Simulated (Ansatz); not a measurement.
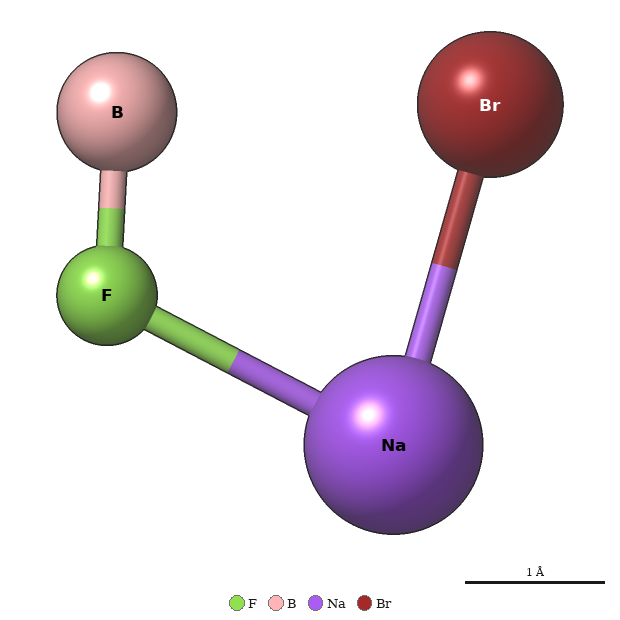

Distant atoms are faded towards the background colour. The geometry was computed by an optimisation with PBE0-D4/def2-TZVP. No frequency run is at hand to confirm it as a minimum. Masses are those of the most abundant isotopes; constants are for the rigid equilibrium geometry.

Q: What kind of rotor is it, and what are its rotational constants in cm⁻¹?

A: An asymmetric top (Cs): A = 0.192, B = 0.0843, C = 0.0585 cm⁻¹. Ray's parameter κ is −0.61, nearer the prolate limit.
